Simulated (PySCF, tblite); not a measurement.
**BFH6O4Si2, a small molecule taken as a stand-in for a surface group (Si site with back bonds [SiH3], O, OB(O)O): NMR shifts, core binding energies and electronic excitations**

Aim: the NMR shifts, core binding energies and electronic excitations of `OB(O)O[Si](O)(F)[SiH3]`.

Programs: tblite 0.8.0 and PySCF 2.14.0. All values are calculated, for the isolated system unless a continuum is named. Atoms count from 0, parts from 1.

### Step 1. Starting point

14 atoms, charge 0, multiplicity 1; geometry: distance geometry start.

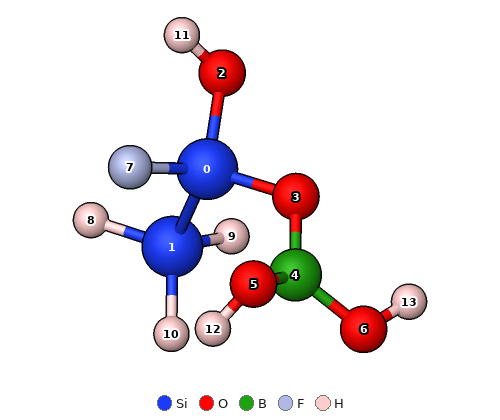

The starting geometry (silicon blue, oxygen red, boron green, fluorine light blue, hydrogen pink), atoms numbered.

### Step 2. Geometry optimisation with GFN2-xTB

Job settings and geometry (Å):

```
{"job": {"kind": "relax", "xc": "GFN2-xTB", "basis": "xTB"}, "charge": 0, "multiplicity": 1}
Si    -0.480326     0.822176    -0.444935
Si    -1.943332    -0.622843     0.430812
O     -1.229709     1.416167    -1.876140
O      0.943388     0.095952    -0.932049
B      1.788627    -0.406212     0.147473
O      2.517814     0.518039     1.009916
O      2.380366    -1.720440    -0.017389
F     -0.245651     2.081253     0.631322
H     -3.092487     0.159953     0.909191
H     -2.357691    -1.578582    -0.586008
H     -1.381299    -1.414668     1.530040
H     -1.377272     2.394819    -1.784536
H      2.228814     0.320583     1.942555
H      2.271366    -2.062941    -0.948043
```

Method: GFN2-xTB geometry optimisation, gas phase.

Command:

```
$ OMP_NUM_THREADS=1 python cluster_run.py task.json out
```

The driver reads the jobs from task.json and runs them one after another.

Output:

```text
step      E/eV     max force
  0    -788.75254    3.616
  1    -789.46207    2.294
  2    -789.82835    1.865
  3    -789.88774    0.542
  4    -789.91843    0.456
  5    -789.95052    0.568
  6    -789.98683    0.716
  7    -790.02624    0.686
  8    -790.06716    0.640
  9    -790.11819    0.617
 10    -790.16789    0.584
 11    -790.21278    0.469
 12    -790.23964    0.723
 13    -790.25002    1.109
 14    -790.28766    0.560
 15    -790.30748    0.296
 16    -790.32360    0.463
 17    -790.33786    0.312
 18    -790.35622    0.322
 19    -790.37327    0.325
 20    -790.38555    0.244
 21    -790.38955    0.551
 22    -790.39596    0.231
 23    -790.39981    0.291
 24    -790.40644    0.333
 25    -790.41086    0.275
 26    -790.41583    0.178
 27    -790.41975    0.180
 28    -790.42481    0.214
 29    -790.43110    0.196
 30    -790.43763    0.183
 31    -790.44206    0.179
 32    -790.44431    0.161
 33    -790.44653    0.149
 34    -790.45010    0.135
 35    -790.45787    0.180
 36    -790.46312    0.249
 37    -790.46807    0.194
 38    -790.47167    0.149
 39    -790.47475    0.130
 40    -790.47679    0.195
 41    -790.48008    0.159
 42    -790.48391    0.206
 43    -790.48950    0.216
 44    -790.49516    0.234
 45    -790.50089    0.215
 46    -790.50448    0.134
 47    -790.50458    0.589
 48    -790.50780    0.196
 49    -790.50920    0.117
 50    -790.51421    0.071
 51    -790.51618    0.247
 52    -790.51789    0.079
 53    -790.51907    0.067
 54    -790.51981    0.087
 55    -790.52040    0.059
 56    -790.52094    0.141
 57    -790.52147    0.082
 58    -790.52243    0.069
 59    -790.52295    0.058
 60    -790.52347    0.071
 61    -790.52397    0.058
 62    -790.52429    0.049
 63    -790.52462    0.058
 64    -790.52513    0.063
 65    -790.52592    0.063
 66    -790.52692    0.067
 67    -790.52779    0.065
 68    -790.52847    0.097
 69    -790.52887    0.082
 70    -790.52911    0.051
 71    -790.52939    0.045
 72    -790.53045    0.046
 73    -790.53162    0.076
 74    -790.53311    0.092
 75    -790.53397    0.077
 76    -790.53457    0.062
 77    -790.53498    0.060
 78    -790.53549    0.058
 79    -790.53629    0.066
 80    -790.53750    0.106
 81    -790.53890    0.125
 82    -790.54039    0.096
 83    -790.54155    0.100
 84    -790.54211    0.085
 85    -790.54291    0.049
 86    -790.54342    0.060
 87    -790.54408    0.068
 88    -790.54506    0.087
 89    -790.54616    0.072
 90    -790.54703    0.063
 91    -790.54753    0.079
 92    -790.54806    0.093
 93    -790.54894    0.103
 94    -790.55070    0.112
 95    -790.55278    0.111
 96    -790.55396    0.126
 97    -790.55470    0.078
 98    -790.55547    0.069
 99    -790.55602    0.055
100    -790.55665    0.061
101    -790.55709    0.063
102    -790.55772    0.066
103    -790.55815    0.051
104    -790.55863    0.050
105    -790.55928    0.084
106    -790.56018    0.096
107    -790.56103    0.075
108    -790.56164    0.053
109    -790.56209    0.052
110    -790.56254    0.084
111    -790.56319    0.085
112    -790.56440    0.076
113    -790.56592    0.074
114    -790.56796    0.071
115    -790.57059    0.102
116    -790.57168    0.237
117    -790.57325    0.116
118    -790.57441    0.102
119    -790.57548    0.078
120    -790.57792    0.084
121    -790.57977    0.112
122    -790.58157    0.174
123    -790.58277    0.162
124    -790.58425    0.172
125    -790.58597    0.199
126    -790.58869    0.116
127    -790.59025    0.109
128    -790.59158    0.109
129    -790.59235    0.072
130    -790.59333    0.104
131    -790.59410    0.065
132    -790.59462    0.087
133    -790.59535    0.088
134    -790.59638    0.109
135    -790.59764    0.104
136    -790.59949    0.145
137    -790.60136    0.121
138    -790.60271    0.115
139    -790.60348    0.174
140    -790.60410    0.135
141    -790.60469    0.145
142    -790.60557    0.088
143    -790.60642    0.070
144    -790.60720    0.072
145    -790.60769    0.097
146    -790.60837    0.102
147    -790.60891    0.075
148    -790.60953    0.049
149    -790.61015    0.060
150    -790.61074    0.058
151    -790.61101    0.097
152    -790.61142    0.050
153    -790.61163    0.047
154    -790.61187    0.029
155    -790.61199    0.028
156    -790.61211    0.023
157    -790.61219    0.023
158    -790.61230    0.042
159    -790.61241    0.031
160    -790.61253    0.020
161    -790.61260    0.019
162    -790.61266    0.027
163    -790.61270    0.028
164    -790.61275    0.020
165    -790.61278    0.014
166    -790.61281    0.012
167    -790.61283    0.010
168    -790.61285    0.010
169    -790.61286    0.010
170    -790.61287    0.009
171    -790.61289    0.014
172    -790.61291    0.017
173    -790.61296    0.018
174    -790.61301    0.020
175    -790.61307    0.018
176    -790.61312    0.015
177    -790.61315    0.017
178    -790.61317    0.017
179    -790.61320    0.021
180    -790.61325    0.033
181    -790.61332    0.031
182    -790.61341    0.038
183    -790.61352    0.035
184    -790.61364    0.026
185    -790.61379    0.030
186    -790.61397    0.035
187    -790.61388    0.101
188    -790.61416    0.040
189    -790.61423    0.029
190    -790.61432    0.040
191    -790.61443    0.059
192    -790.61457    0.036
193    -790.61476    0.028
194    -790.61493    0.062
195    -790.61507    0.035
196    -790.61517    0.028
197    -790.61529    0.022
198    -790.61535    0.020
199    -790.61541    0.023
200    -790.61547    0.019
201    -790.61547    0.019
202    -790.61789    0.065
203    -790.61813    0.200
204    -790.62045    0.086
205    -790.62297    0.080
206    -790.62537    0.115
207    -790.62798    0.142
208    -790.63139    0.189
209    -790.63291    0.259
210    -790.63467    0.181
211    -790.63628    0.378
212    -790.63316    0.305
213    -790.63673    0.224
214    -790.63538    0.399
215    -790.63828    0.186
216    -790.63814    0.178
217    -790.63920    0.086
218    -790.63918    0.080
219    -790.63953    0.024
220    -790.63956    0.019
221    -790.63960    0.018
222    -790.63963    0.011
223    -790.63964    0.006
```

It took 5.2 s on 1 thread of Arm Neoverse V2, shared host.

The steps of the relaxation:

| step | energy from step 0 (eV) | largest force (eV/Å) |
| --- | --- | --- |
| 0 | 0.0000 | 3.6154 |
| 9 | -1.3657 | 0.6167 |
| 18 | -1.6037 | 0.3226 |
| 27 | -1.6672 | 0.1802 |
| 36 | -1.7106 | 0.2485 |
| 45 | -1.7484 | 0.2149 |
| 54 | -1.7673 | 0.0864 |
| 63 | -1.7721 | 0.0581 |
| 72 | -1.7779 | 0.0458 |
| 81 | -1.7864 | 0.1252 |
| 90 | -1.7945 | 0.0628 |
| 99 | -1.8035 | 0.0548 |
| 108 | -1.8091 | 0.0524 |
| 117 | -1.8207 | 0.1155 |
| 126 | -1.8362 | 0.1164 |
| 135 | -1.8451 | 0.1039 |
| 144 | -1.8547 | 0.0724 |
| 153 | -1.8591 | 0.0466 |
| 162 | -1.8601 | 0.0275 |
| 171 | -1.8604 | 0.0149 |
| 180 | -1.8607 | 0.0328 |
| 189 | -1.8617 | 0.0283 |
| 198 | -1.8628 | 0.0205 |
| 207 | -1.8754 | 0.1422 |
| 216 | -1.8856 | 0.1782 |
| 223 | -1.8871 | 0.0065 |

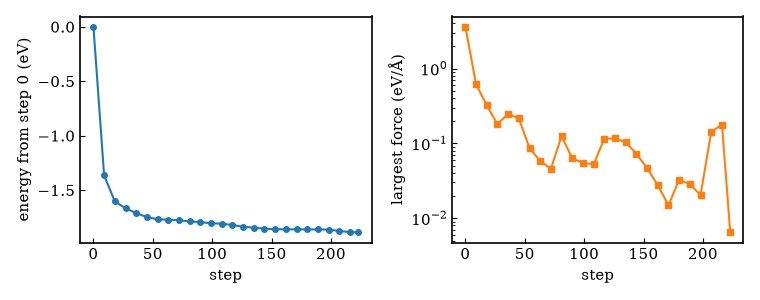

Energy and force, step by step.

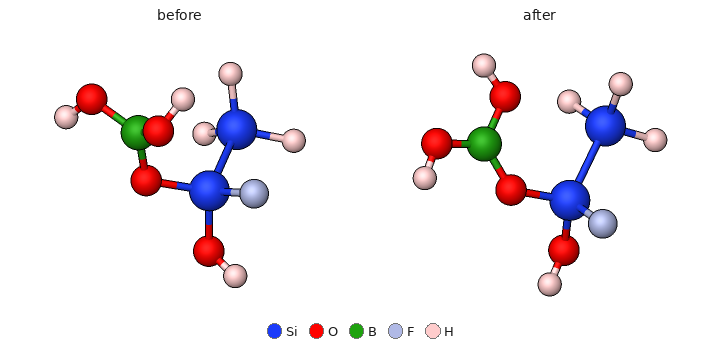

The geometry before (left) and after (right).

Close pairs (by a distance rule), those that changed most:

| bond | before (Å) | after (Å) | change (Å) |
| --- | --- | --- | --- |
| O3–B4 | 1.460 | 1.345 | -0.115 |
| Si0–O2 | 1.721 | 1.615 | -0.106 |
| B4–O5 | 1.459 | 1.361 | -0.099 |
| B4–O6 | 1.451 | 1.357 | -0.094 |
| Si0–F7 | 1.673 | 1.623 | -0.049 |
| O6–H13 | 0.998 | 0.956 | -0.042 |
| Si0–Si1 | 2.235 | 2.276 | +0.041 |
| O5–H12 | 0.996 | 0.957 | -0.039 |

### Step 3. Relaxing the molecule at PBE0-D3(BJ)/def2-SVP

Job settings and geometry (Å):

```
{"job": {"xc": "PBE0", "basis": "def2-SVP", "d3": "d3bj", "grid": 2, "kind": "geom", "shake": 0.01}, "charge": 0, "multiplicity": 1}
Si    -0.562687     1.001831    -0.370365
Si    -1.784212    -0.289576     1.047943
O     -1.384886     1.283854    -1.773081
O      0.932151     0.443787    -0.734012
B      1.597576    -0.572337    -0.191626
O      1.001192    -1.327394     0.770382
O      2.882565    -0.845251    -0.561543
F     -0.161575     2.503320     0.175864
H     -3.151794     0.235963     1.219463
H     -1.910349    -1.671343     0.591369
H     -1.218426    -0.319804     2.410639
H     -0.987525     1.823107    -2.458089
H      1.526591    -2.026072     1.107167
H      3.214904    -0.254692    -1.219703
```

Output:

```text
step   0  E = -1007.30672993  max force = 0.040534
step   1  E = -1007.31414710  max force = 0.007674
step   2  E = -1007.31448647  max force = 0.001288
step   3  E = -1007.31449878  max force = 0.001707
step   4  E = -1007.31453185  max force = 0.000781
step   5  E = -1007.31453750  max force = 0.000319
optimisation converged
```

It took 84 s on 1 thread of Arm Neoverse V2, shared host; peak memory 0.77 GiB.

Relaxation path:

| step | energy from step 0 (eV) | largest force component (eV/Å) |
| --- | --- | --- |
| 0 | 0.0000 | 2.0843 |
| 1 | -0.2018 | 0.3946 |
| 2 | -0.2111 | 0.0662 |
| 3 | -0.2114 | 0.0878 |
| 4 | -0.2123 | 0.0402 |
| 5 | -0.2125 | 0.0164 |

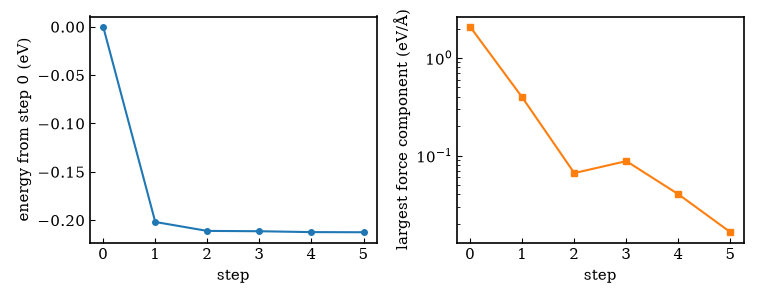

Energy and force, step by step.

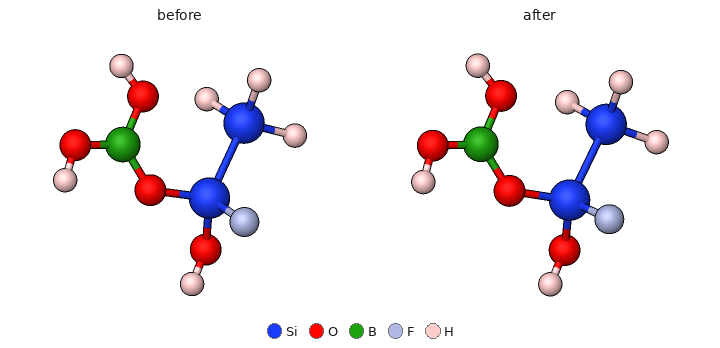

The geometry before (left) and after (right).

Close pairs (by a distance rule), those that changed most:

| bond | before (Å) | after (Å) | change (Å) |
| --- | --- | --- | --- |
| Si0–Si1 | 2.274 | 2.327 | +0.053 |
| O3–B4 | 1.330 | 1.367 | +0.037 |
| Si1–H9 | 1.461 | 1.491 | +0.031 |
| Si0–O3 | 1.637 | 1.664 | +0.028 |
| O5–H12 | 0.937 | 0.962 | +0.025 |
| Si0–F7 | 1.647 | 1.625 | -0.022 |
| Si1–H8 | 1.475 | 1.496 | +0.021 |
| O6–H13 | 0.945 | 0.962 | +0.018 |

The final coordinates are the input of the step that follows.

| at the end point | value |
| --- | --- |
| point group (found at 0.08 Å tolerance) | C1 |
| rotational constants (GHz, main isotopes) | 1.797, 1.018, 0.785 |
| dipole moment (D) | 2.41 |

### Step 4. Shielding tensors: PBE0/pcSseg-1

Job settings and geometry (Å):

```
{"job": {"kind": "nmr", "xc": "PBE0", "basis": "pcSseg-1"}, "charge": 0, "multiplicity": 1}
Si    -0.560784     1.031415    -0.375920
Si    -1.846190    -0.269077     1.064010
O     -1.387373     1.253487    -1.781309
O      0.953690     0.438237    -0.728715
B      1.656495    -0.594777    -0.172928
O      1.068440    -1.350371     0.798396
O      2.921843    -0.882141    -0.581633
F     -0.278394     2.484463     0.294823
H     -3.207832     0.345985     1.140747
H     -1.973586    -1.659944     0.541366
H     -1.244389    -0.272310     2.428031
H     -0.972430     1.785371    -2.468197
H      1.642632    -2.052734     1.118696
H      3.221131    -0.272378    -1.263105
```

Level: GIAO PBE0/pcSseg-1 NMR shielding, non-relativistic, gas phase.

Output:

```text
coarse grid: 13488 points
cycle   1  E = -1007.3938716593  dE =  1.007e+00  |g| = 1.285e+00  |ddm| = 3.375e+00
cycle   2  E = -1007.1422630284  dE =  2.516e-01  |g| = 1.776e+00  |ddm| = 1.877e+00
cycle   3  E = -1007.6733784667  dE = -5.311e-01  |g| = 7.309e-02  |ddm| = 1.175e+00
cycle   4  E = -1007.6740223313  dE = -6.439e-04  |g| = 4.739e-02  |ddm| = 7.469e-02
cycle   5  E = -1007.6743921074  dE = -3.698e-04  |g| = 9.406e-03  |ddm| = 3.167e-02
cycle   6  E = -1007.6744065111  dE = -1.440e-05  |g| = 2.228e-03  |ddm| = 7.394e-03
cycle   7  E = -1007.6744073213  dE = -8.102e-07  |g| = 7.823e-04  |ddm| = 1.925e-03
final grid: 123728 points
cycle   8  E = -1007.7609818698  dE = -3.509e-05  |g| = 8.142e-03  |ddm| = 1.505e-02
cycle   9  E = -1007.7609719479  dE =  9.922e-06  |g| = 1.117e-02  |ddm| = 1.016e-02
cycle  10  E = -1007.7609923386  dE = -2.039e-05  |g| = 6.073e-04  |ddm| = 6.198e-03
cycle  11  E = -1007.7609923854  dE = -4.679e-08  |g| = 3.219e-04  |ddm| = 5.412e-04
cycle  12  E = -1007.7609924016  dE = -1.619e-08  |g| = 4.588e-05  |ddm| = 1.825e-04
cycle  13  E = -1007.7609924019  dE = -3.085e-10  |g| = 1.602e-05  |ddm| = 4.061e-05
converged SCF energy = -1007.7609924019

GIAO shielding tensors (ppm)
atom      isotropic    diamagn.    paramagn.     s11        s22        s33       span
  0 Si     381.331     879.035    -497.704    354.134    369.561    420.298     66.164
  1 Si     463.372     880.796    -417.423    457.664    463.524    468.930     11.266
  2 O      264.344     388.362    -124.017    216.849    262.232    313.952     97.103
  3 O      201.062     402.561    -201.499    144.435    219.699    239.052     94.617
  4 B       83.020     196.444    -113.425     74.737     86.630     87.692     12.955
  5 O      247.585     391.065    -143.480    185.014    270.724    287.019    102.005
  6 O      246.329     386.253    -139.924    176.620    264.303    298.065    121.445
  7 F      295.566     470.833    -175.267    238.758    275.462    372.480    133.722
  8 H       27.913      28.426      -0.513     24.396     25.628     33.715      9.318
  9 H       27.810      29.857      -2.047     24.575     26.426     32.429      7.854
 10 H       27.802      29.671      -1.869     24.504     26.435     32.467      7.964
 11 H       28.932      30.029      -1.097     21.369     22.860     42.568     21.199
 12 H       28.126      30.507      -2.380     20.780     24.195     39.403     18.624
 13 H       28.217      31.393      -3.176     21.084     24.894     38.671     17.587
```

Run time: 30 s. Hardware: 1 thread of Arm Neoverse V2, shared host; peak memory 0.93 GiB.

The references, computed at this level on geometries of the same kind, shield at (ppm): ¹H TMS 31.27, ²⁹Si TMS 352.0, ¹⁹F CFCl3 177.2, ¹⁷O H2O 334.6, ¹¹B BF3·OEt2 100.7. Their shielding less the atom's gives the shift. The references are single molecules in the gas phase, so shifts against H2O, NH3, PH3, H3PO4 or CFCl3 are not on the usual liquid scales and can be off by tens of ppm.

| atoms | environment | σ (ppm) | δ (ppm) |
| --- | --- | --- | --- |
| H10 | hydrogen on a silicon bonded to Si | 27.80 | 3.47 |
| H9 | hydrogen on a silicon bonded to Si | 27.81 | 3.46 |
| H8 | hydrogen on a silicon bonded to Si | 27.91 | 3.35 |
| H12 | hydrogen on an oxygen bonded to B | 28.13 | 3.14 |
| H13 | hydrogen on an oxygen bonded to B | 28.22 | 3.05 |
| H11 | hydrogen on an oxygen bonded to Si | 28.93 | 2.33 |
| Si0 | silicon bonded to F, 2 O, Si | 381.3 | -29.3 |
| Si1 | silicon bonded to Si, 3 H | 463.4 | -111.4 |
| O3 | oxygen bonded to B, Si | 201.1 | 133.5 |
| O6 | oxygen bonded to B, H | 246.3 | 88.2 |
| O5 | oxygen bonded to B, H | 247.6 | 87.0 |
| O2 | oxygen bonded to Si, H | 264.3 | 70.2 |
| B4 | boron bonded to 3 O | 83.0 | 17.7 |
| F7 | fluorine bonded to Si | 295.6 | -118.3 |

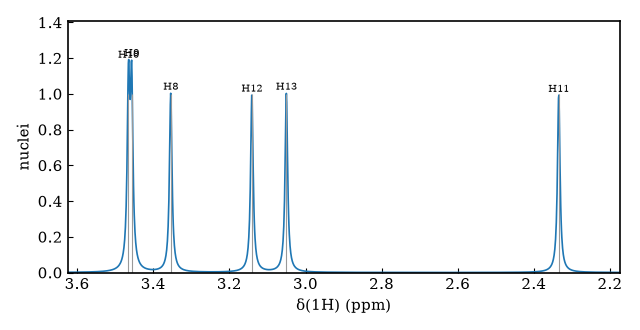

¹H lines at the computed shifts, without couplings. Lines are broadened to a width of 0.01 ppm (Lorentzian).

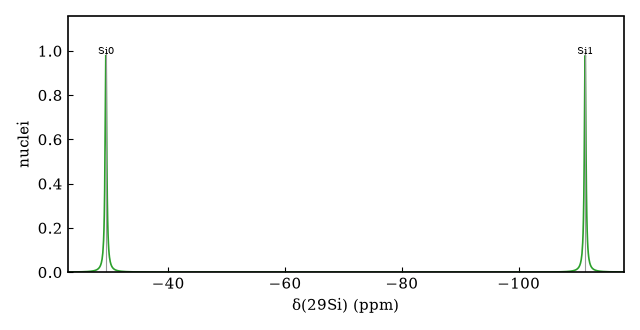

²⁹Si lines at the computed shifts, without couplings. Lines are broadened to a width of 0.33 ppm (Lorentzian).

Charges from the same density, by scheme (e):

| atoms | Mulliken | IAO | Hirshfeld | ESP fit |
| --- | --- | --- | --- | --- |
| Si0 | 1.13 | 1.41 | 0.46 | 0.96 |
| Si1 | 0.10 | 0.24 | 0.21 | 0.12 |
| O2 | -0.55 | -0.77 | -0.31 | -0.75 |
| O3 | -0.65 | -0.67 | -0.29 | -0.64 |
| B4 | 0.64 | 0.62 | 0.30 | 0.89 |
| O5 | -0.44 | -0.57 | -0.24 | -0.73 |
| O6 | -0.41 | -0.57 | -0.27 | -0.75 |
| F7 | -0.42 | -0.53 | -0.22 | -0.35 |

Mulliken charges:

Si0 1.13; Si1 0.10; O2 -0.55; O3 -0.65; B4 0.64; O5 -0.44; O6 -0.41; F7 -0.42; H8 -0.06; H9 -0.06; H10 -0.05; H11 0.26; H12 0.26; H13 0.25

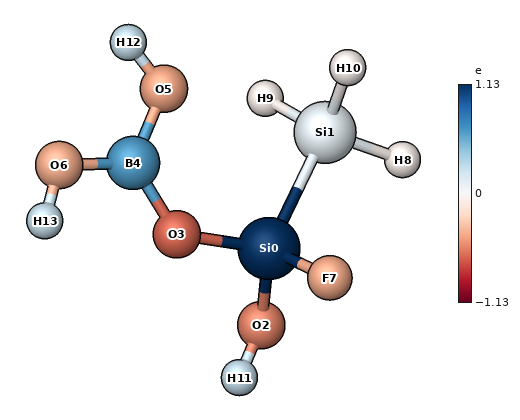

Mulliken charges, as colours on the atoms.

Mayer bond orders: Si0–Si1 0.93, Si0–O2 1.08, Si0–O3 0.89, O3–B4 1.05, B4–O5 1.16, B4–O6 1.24, Si0–F7 0.93.

The fields below are evaluated on a grid from the run's orbitals.

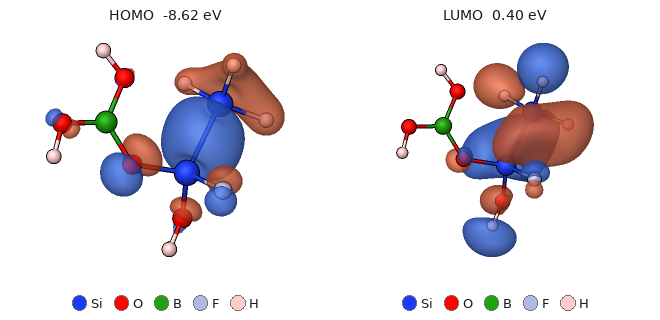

PBE0/pcSseg-1 orbitals near the gap, drawn at the value that encloses 70 % of each; the two colours are the two signs.

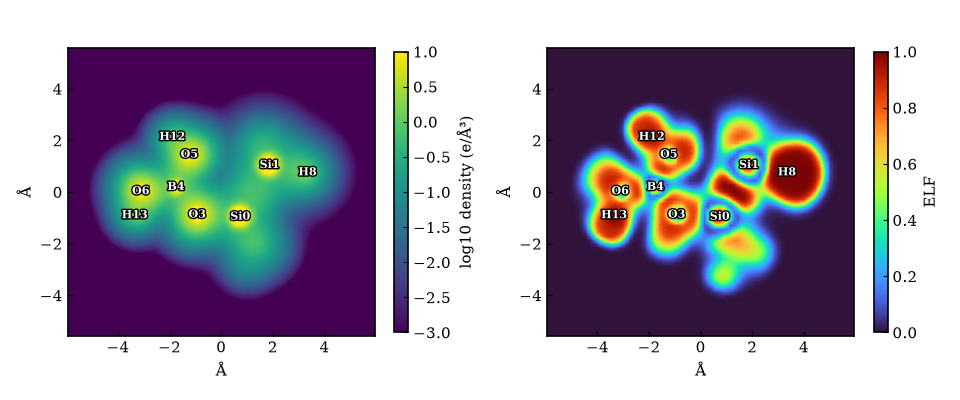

Density (left) and ELF (right) in a plane through or near 9 of the atoms.

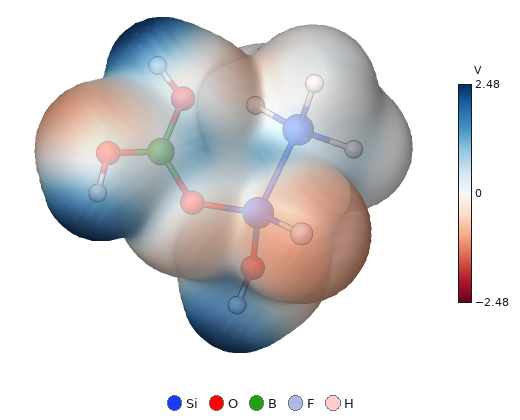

Electrostatic potential on the surface of density 0.002 e/bohr³; red is low, blue high. It runs from -1.17 V near O2 to 2.48 V near H11.

[end of part 1 of 2]
